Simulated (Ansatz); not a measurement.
**doublet [SOF2]+: levels of theory compared**

Aim: a comparison of 4 runs (U-wB97X/aug-cc-pVDZ, UBLYP/aug-cc-pVDZ, UPBE/aug-cc-pVDZ, RPA@PBE/aug-cc-pVDZ) of doublet [SOF2]+. 

The calculation is run with Ansatz 0.2.0.

52 further runs of the same task are left out: 52 set aside as unsound or not needed.

### 1 The system as given

[SOF2]+: 4 atoms, total charge +1, spin state doublet. SMILES of the parent species: `O=S(F)F`. Geometry: relaxed at PBE0-D4/def2-TZVP. That shape belongs to the parent species and isn't relaxed for this state.

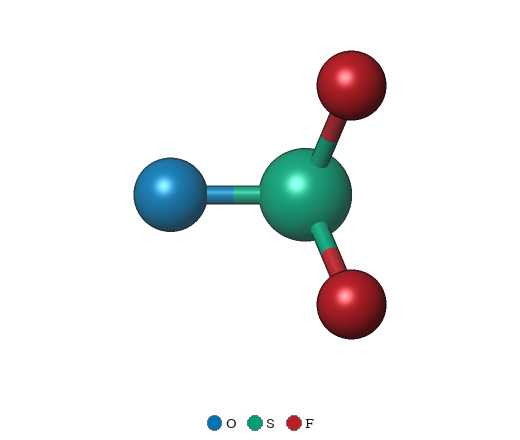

Viewed from a chosen angle; oxygen blue, sulfur teal, fluorine red.

### 2 A single-point energy at U-wB97X/aug-cc-pVDZ (run 1)

in.yaml

```yaml
basis:
  gaussian: {orbitals: aug-cc-pVDZ}
crystal:
  periodic: [false, false, false]
  atoms:
    - {symbol: O, position_ang: [0.932400, 0.066600, -1.017800]}
    - {symbol: S, position_ang: [-0.151300, -0.426200, -0.245700]}
    - {symbol: F, position_ang: [-1.124400, 0.804200, 0.000400]}
    - {symbol: F, position_ang: [0.343300, -0.444600, 1.263100]}
total_charge: 1
magnetization: {spin_polarized: true, initial_magnetization: 1}
hamiltonian: {xc: {name: wB97X}}
accuracy: high
output: {orbitals: {seedname: orbitals}}
```

The run is started by

```console
$ ansatz run in.yaml --threads 1 --pin off --max-ram 3480MiB --events-out events.jsonl --progress --plain --runs-dir runs
```

Log:

```text
Warning: RAYON_NUM_THREADS=1 ignored (pool sized by the plan → 1); use --threads N
Functional definition: wB97X
  name "wB97X"
  parameter omega = 0.3/bohr
  parameter cx = 0.157706
  parameter cx1 = 0.726479
  parameter cx2 = 1.04760
  parameter cx3 = -5.70635
  parameter cx4 = 13.2794
  parameter css1 = -4.33879
  parameter css2 = 18.2308
  parameter css3 = -31.7430
  parameter css4 = 17.2901
  parameter cos1 = 2.37031
  parameter cos2 = -11.3995
  parameter cos3 = 6.58405
  parameter cos4 = -3.78132
  exchange = spin_sum(e_x_unif_sr(omega)*poly(b97_u_x, 1 - cx, cx1, cx2, cx3, cx4)) + cx*exact_x_sr(omega)
      + exact_x_lr(omega)
  correlation = spin_sum(e_c_pw_same_spin*poly(b97_u_same, 1, css1, css2, css3, css4))
      + integral(e_c_pw_opposite_spin*poly(b97_u_opposite, 1, cos1, cos2, cos3, cos4))
1941 factors; integrals over basis functions are off by at most 3.2e-9 eV
368 factors; integrals over basis functions are off by at most 2.0e-9 eV
mean field evaluation 1: about -18289.1285 eV, gradient 5.9e1 eV
mean field evaluation 2: about -18277.9949 eV, gradient 8.4e1 eV
mean field evaluation 4: about -18301.1145 eV, gradient 6.1e0 eV
mean field evaluation 8: about -18301.4742 eV, gradient 5.9e-1 eV
mean field evaluation 16: about -18301.4902 eV, gradient 1.2e-2 eV
mean field evaluation 32: about -18301.4902 eV, gradient 3.3e-6 eV
mean field -18301.49021098 eV, -672.5673600578 hartree, gradient 8.9e-8 eV, S^2 0.763359; 2 other end points of the search recorded, 0 dependent functions left out
reference -18301.49020700 eV, -672.5673599118 hartree; 21, 20 occupied and 75, 76 virtual orbitals, 1941 factors
Total energy: -18301.49020700 eV, -672.5673599118 hartree
```

Wall time 46 s (1 thread of Intel Xeon Platinum 8488C (Sapphire Rapids), shared host); peak memory 0.77 GiB.

### 3 The energy at UBLYP/aug-cc-pVDZ (run 2)

run.yaml

```yaml
crystal:
  periodic: [false, false, false]
  atoms:
    - symbol: O
      position_ang: [0.932400, 0.066600, -1.017800]
    - symbol: S
      position_ang: [-0.151300, -0.426200, -0.245700]
    - symbol: F
      position_ang: [-1.124400, 0.804200, 0.000400]
    - symbol: F
      position_ang: [0.343300, -0.444600, 1.263100]
basis:
  gaussian:
    orbitals: aug-cc-pVDZ
total_charge: 1
magnetization:
  spin_polarized: true
  initial_magnetization: 1
hamiltonian:
  xc: {name: BLYP}
accuracy: high
output: {orbitals: {seedname: orbitals}}
```

The run is started by

```console
$ ansatz run run.yaml --threads 1 --pin off --max-ram 3480MiB --events-out events.jsonl --progress --plain --runs-dir runs
```

Log:

```text
Warning: RAYON_NUM_THREADS=1 ignored (pool sized by the plan → 1); use --threads N
Functional definition: BLYP
  name "BLYP"
  parameter beta = 0.0042
  parameter a = 0.04918
  parameter b = 0.132
  parameter c = 0.2533
  parameter d = 0.349
  exchange = b88_x(beta = beta)
  correlation = lyp_c(a = a, b = b, c = c, d = d)
1941 factors; integrals over basis functions are off by at most 3.2e-9 eV
mean field evaluation 1: about -18283.0665 eV, gradient 7.7e1 eV
mean field evaluation 2: about -18149.8328 eV, gradient 1.8e2 eV
mean field evaluation 4: about -18293.3751 eV, gradient 5.2e1 eV
mean field evaluation 8: about -18303.3997 eV, gradient 4.1e-1 eV
mean field evaluation 16: about -18303.4013 eV, gradient 3.6e-4 eV
mean field evaluation 32: about -18302.1212 eV, gradient 4.2e-1 eV
mean field -18303.40127796 eV, -672.6375904740 hartree, gradient 4.4e-8 eV, S^2 0.753693; 2 other end points of the search recorded, 0 dependent functions left out
reference -18303.40132723 eV, -672.6375922848 hartree; 21, 20 occupied and 75, 76 virtual orbitals, 1941 factors
Total energy: -18303.40132723 eV, -672.6375922848 hartree
```

Run time: 9.3 s. Hardware: 1 thread of Intel Xeon Platinum 8488C (Sapphire Rapids), shared host; peak memory 0.3 GiB.

Run 3 isn't shown in full; the table further down has it.

### 4 The energy at RPA@PBE/aug-cc-pVDZ (run 4)

input.yaml

```yaml
crystal:
  periodic: [false, false, false]
  atoms:
    - {symbol: O, position_ang: [0.932400, 0.066600, -1.017800]}
    - {symbol: S, position_ang: [-0.151300, -0.426200, -0.245700]}
    - {symbol: F, position_ang: [-1.124400, 0.804200, 0.000400]}
    - {symbol: F, position_ang: [0.343300, -0.444600, 1.263100]}
basis:
  gaussian:
    orbitals: aug-cc-pVDZ
hamiltonian:
  xc: pbe
accuracy: high
total_charge: 1
magnetization:
  spin_polarized: true
  initial_magnetization: 1
correlation:
  method: rpa
  frozen_orbitals: {F: 1, O: 1, S: 5}
```

The run is started by

```console
$ ansatz run input.yaml --threads 1 --pin off --max-ram 3480MiB --events-out events.jsonl --progress --plain --runs-dir runs
```

Log, shortened:

```text
Warning: RAYON_NUM_THREADS=1 ignored (pool sized by the plan → 1); use --threads N
Functional definition: PBE
  name "PBE"
[...]
1941 factors; integrals over basis functions are off by at most 3.2e-9 eV
[...]
mean field -18292.39472754 eV, -672.2331072067 hartree, gradient 2.5e-8 eV, S^2 0.753683; 2 other end points of the search recorded, 0 dependent functions left out
8 core orbitals not correlated: weight in the atoms' cores, before any rotation towards them, 1.000 or more for the frozen orbitals, at most 0.000 for the correlated occupied ones
reference -18251.56992377 eV, -670.7328233401 hartree; 13, 12 occupied and 75, 76 virtual orbitals, 1941 factors
Total energy: -18281.95669705 eV, -671.8495166611 hartree
```

Wall time 14 s (1 thread of Intel Xeon Platinum 8488C (Sapphire Rapids), shared host); peak memory 0.45 GiB.

### 5 Overview of the runs

```
run                level  frozen core orbitals  energy (Eh)  HOMO energy (eV)  LUMO energy (eV)   ⟨S²⟩  wall time
  1  U-wB97X/aug-cc-pVDZ                     –  -672.567360            -21.68            -12.87  0.763       46 s
  2    UBLYP/aug-cc-pVDZ                     –  -672.637592            -17.40            -16.10  0.754      9.3 s
  3     UPBE/aug-cc-pVDZ                     –  -672.233107            -17.50            -16.18  0.754      7.2 s
  4  RPA@PBE/aug-cc-pVDZ                     8  -671.849517                 –                 –  0.754       14 s
```

### 6 Results

| quantity | value |
| --- | --- |
| run 4: total energy | -671.84952 Eh |
| run 4: RPA correlation energy (valence) | -1116.7 mEh |
| run 4: ⟨S²⟩ of the reference determinant | 0.754 |

**Reading.** Totals of different functionals can't be ranked against each other. All runs together took 76 s, the longest 46 s.
